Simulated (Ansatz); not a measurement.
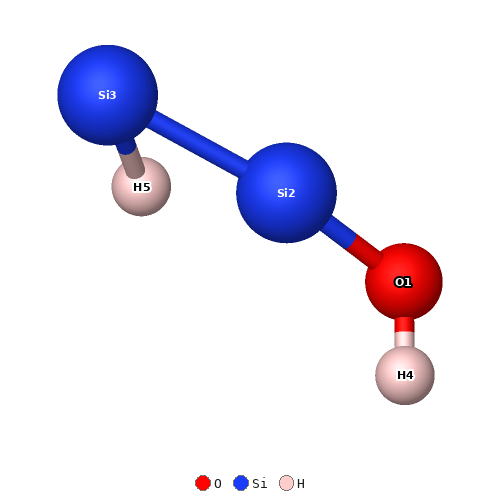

The system is H₂OSi₂ (SMILES O[Si]#[SiH]) with the probe Li+; the picture shows it without the atoms that are moved over the map. The probe is moved over a plane parallel to the molecule's main plane, 2.94 Å above it. Coordinates scanned: (1) x of the probe's Li atom; (2) y of the probe's Li atom. Nothing is relaxed (molecule and probe rigid). The scan uses a 13 × 9 grid. Energies are in kcal/mol, from the lowest grid point. Computed with Ansatz 0.2.0, RKS PBE0-D4/def2-TZVP.

Range: x of the probe's Li atom from −3.72 to 3.72 Å; y of the probe's Li atom from −2.48 to 2.48 Å.

Question: What landscape does the calculation give?

Answer: The lowest grid point is at x of the probe's Li atom = −1.24 Å, y of the probe's Li atom = 0.00 Å [nearest 1 Si at 3.02 Å]. No other kind of well shows on this grid. The highest grid point, x of the probe's Li atom = 3.10 Å, y of the probe's Li atom = −0.62 Å [nearest 1 H at 2.31 Å], lies 41.2 kcal/mol above the lowest. Near the minimum the curvatures are about 0.15 and 0.32 eV/Å² along the soft and the stiff direction.

```csv
"y of the probe's Li atom ↓, x of the probe's Li atom →",−3.72,−3.10,−2.48,−1.86,−1.24,−0.62,0.00,0.62,1.24,1.86,2.48,3.10,3.72
2.48,21.4,19.2,17.1,15.6,15.2,16.0,18.3,21.6,25.4,28.9,31.6,33.2,33.8
1.86,18.4,15.1,12.0,9.9,9.1,10.3,13.4,18.2,23.6,28.7,32.3,34.3,35.0
1.24,15.4,11.0,7.1,4.4,3.5,5.1,9.4,15.6,22.8,29.4,34.1,36.3,36.6
0.62,13.0,8.0,3.9,1.2,0.5,2.7,8.0,15.2,23.3,31.4,36.9,38.8,38.4
0.00,12.0,6.8,3.0,0.5,0.0,2.4,7.9,15.8,24.8,33.8,39.5,40.8,39.8
−0.62,12.7,7.7,3.9,1.5,0.9,3.1,8.6,16.4,25.7,34.5,40.0,41.2,40.0
−1.24,14.8,10.5,6.8,4.4,4.0,6.2,11.1,18.2,26.3,33.7,38.4,39.8,39.1
−1.86,17.8,14.5,11.5,9.7,9.5,11.4,15.4,20.9,27.1,32.7,36.4,37.8,37.6
−2.48,21.0,18.6,16.6,15.4,15.4,16.9,19.9,23.9,28.2,32.1,34.8,36.0,36.1
```

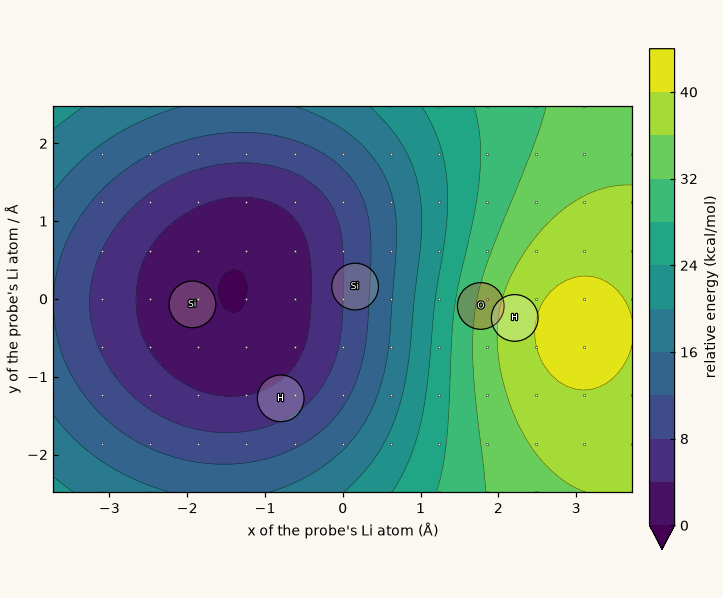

The picture shows filled contours, dots at the grid points, labelled circles for the molecule's atoms, projected on the plane. Between grid points the surface is interpolated.

Each point was launched as `ansatz run input.yaml --threads 1 --pin off --max-ram 2560MiB --backend cpu --events-out ev --progress --plain --runs-dir out`. The whole map (117 points run) took 8.3 min on 1 thread of Arm Neoverse V2 (shared host).
